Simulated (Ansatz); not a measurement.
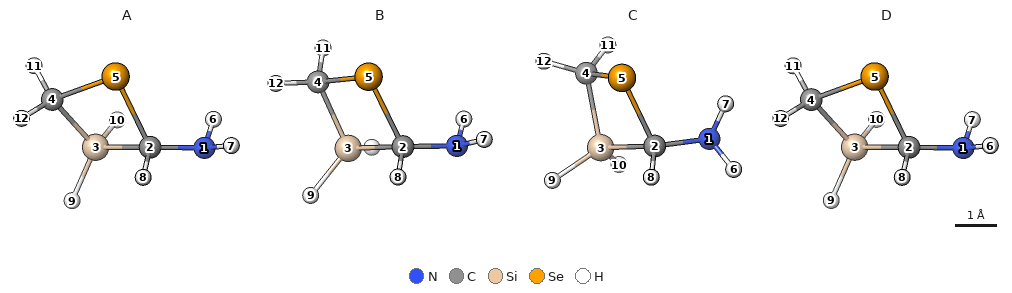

4 geometries from a converged minimum-energy path of C2H7NSeSi, shuffled. Style: ball-and-stick. Shown from a free direction.

Theory: RKS PBE0-D4/def2-SVP in Ansatz. Settings: 5 movable images; climbing image; force threshold 0.05 eV/Å; iteration limit 60; starting path through a guess of the saddle point.

**Which frame is the transition state?**

C. In order along the path, whose images run from 0 to 6: D (image 0, 0.000 eV), C (image 3, +0.287 eV), B (image 5, +0.043 eV), A (image 6, 0.000 eV). The motion is a rotation about the N1–C2 bond. No bond forms or breaks between the ends. Among the angles between lasting bonds that change up to the highest image: C4–Si3–H9 118.6° → 110.0°, C2–Si3–H10 108.2° → 116.2°.

Cost: 3 min on 2 threads of Intel(R) Xeon(R) 6975P-C (Granite Rapids), with other jobs on the host, peak memory 0.4 GiB.
